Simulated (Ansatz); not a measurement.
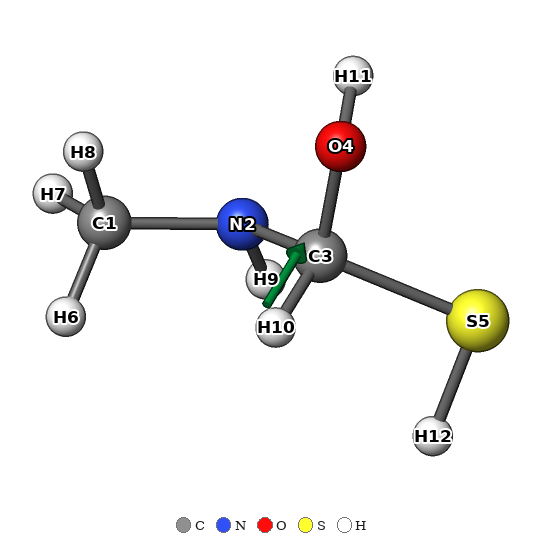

The arrows show one normal mode. Harmonic vibrations computed with RKS PBE0-D4/def2-TZVP (Ansatz 0.2.0) at a stationary point of the same level.

**Describe the motion.**

Mostly C–H stretching.

**Estimate its harmonic wavenumber.**

3023 cm⁻¹; it is mode 26 of 30 counted from the lowest.
